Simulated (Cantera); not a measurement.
A closed system holds: 1 mol V2O5, a varied amount of H2, held at 1823 K and 120 Torr.

Cantera equilibrium calculation (NASA polynomials, part measured and part estimated; ideal gas, pure solids and liquids). Candidate condensed phases: H2O, V, VO, V2O3, V2O4, V2O5; 12 gas species. Mutual solubility and eutectic melting of coexisting phases are not modelled. VO: taken at fixed stoichiometry. Condensed phases not in the tables: the oxides between V2O3 and V2O5 other than VO2. Rates play no part.

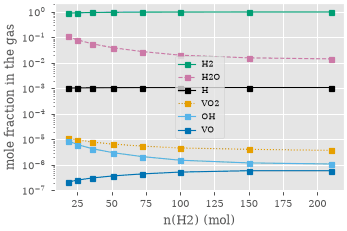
*Equilibrium gas composition (values under 1e-9 drawn at 1e-9)*

Task: Read off the mole fractions at 150 mol H2.

Result: H2 about 0.98, H2O about 0.016, H about 0.0011, VO2 about 4.1e-6, OH about 1.2e-6, VO about 5.9e-7.
